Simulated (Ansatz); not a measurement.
BCl3H2Si (SMILES B[Si](Cl)(Cl)Cl)

Input

```
crystal:
  periodic: [false, false, false]
  atoms:
    - {symbol: B, position_ang: [-1.012276, -0.541842, -0.423353]}
    - {symbol: Cl, position_ang: [0.920903, -2.497808, 1.143899]}
    - {symbol: Cl, position_ang: [2.090651, -1.147992, -1.693210]}
    - {symbol: Cl, position_ang: [1.796862, 0.736001, 1.019694]}
    - {symbol: Si, position_ang: [0.928243, -0.800539, -0.033851]}
    - {symbol: H, position_ang: [-1.513928, -1.099477, -1.366265]}
    - {symbol: H, position_ang: [-1.698901, 0.084470, 0.343446]}
basis:
  gaussian: {orbitals: def2-TZVPD}
hamiltonian: {xc: pbe0}
output: {forces: true, orbitals: {seedname: orbitals}}
```

Run with:

```sh
ansatz run input.yaml --threads 2 --pin off --max-ram 5220MiB --events-out events.jsonl --progress --plain --runs-dir runs
```

Geometry: PBE0-D4/def2-SVP.

All numbers below come from isolated molecule in a Gaussian basis; Kohn-Sham density functional theory, functional PBE0 in Ansatz.

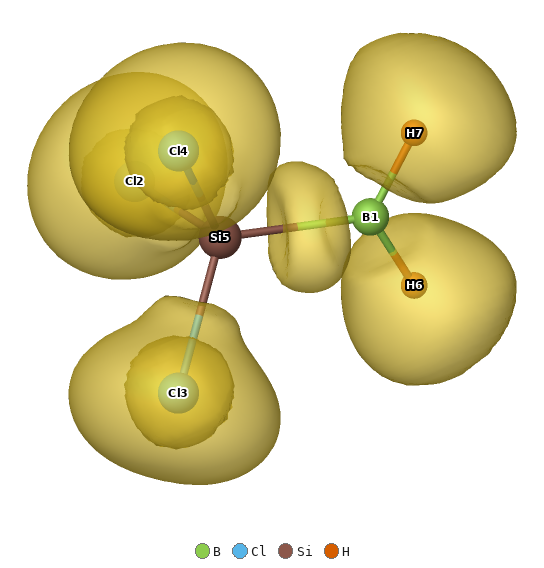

Figure 1. Isosurface of the ELF at 0.75 (yellow), seen at a tilt. Core shells and regions of very low density are left out.

Q: Describe the localisation domains.

A: At this value the surface marks out one region between bonded B–Si atoms (shared pairs), two regions around hydrogen nuclei and three regions on Cl in which the atom's valence shell and bonds are merged.


Si–B (2.00 Å): the ELF peaks at about 1 between the atoms, as expected for a shared electron pair. Si–Cl (2.06 Å): the ELF peaks at about 0.85 between the atoms (a shared but strongly polarised pair).

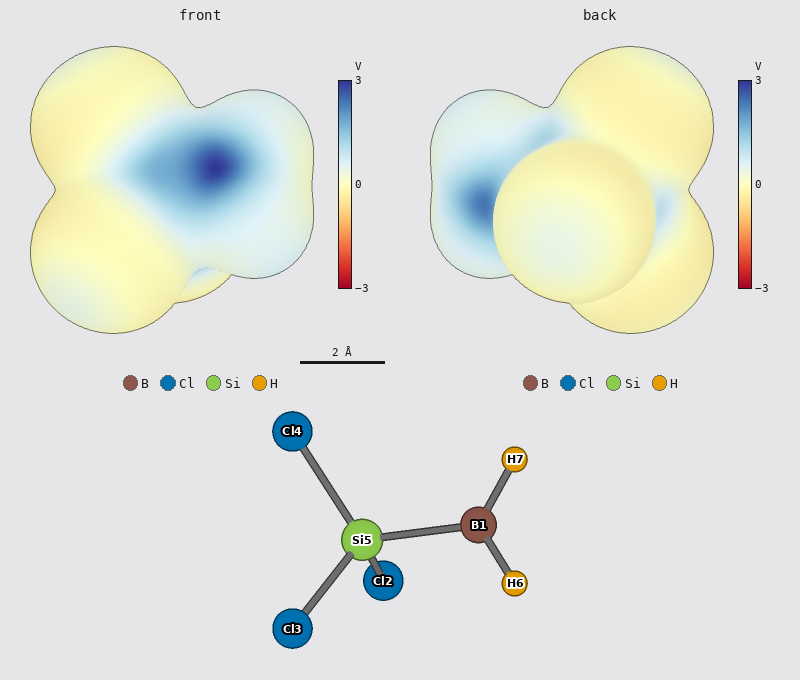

Figure 2. The electrostatic potential painted on the density surface at 0.002 e/bohr³, seen from the front and from behind; red is negative and blue positive. The bare structure is drawn below in the same view.

Q: Describe the electrostatic potential map.

A: The most negative region (about −0.3 V) lies over Cl3 and Cl4, the most positive (about +2.6 V) over B1. Cl2 shows a σ-hole: about +0.4 V at the tip opposite its bond, against about −0.1 V on its flanks. Cl3 shows a σ-hole: about +0.4 V at the tip opposite its bond, against about −0.1 V on its flanks. Cl4 shows a σ-hole: about +0.4 V at the tip opposite its bond, against about −0.1 V on its flanks.

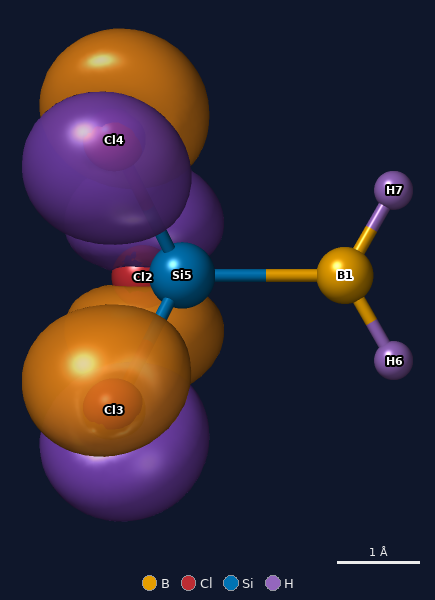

Figure 3. The HOMO−1 at ±0.1 Å⁻³ᐟ² (orange and purple are the two phases), seen across its widest extent.

Q: Describe this orbital and give its energy.

A: It lies mainly on Cl4 (about 35 %), Cl3 (about 35 %) and Cl2 (about 25 %); largely a combination of lone pairs on Cl4, Cl3 and Cl2. Its energy is −9.30 eV.
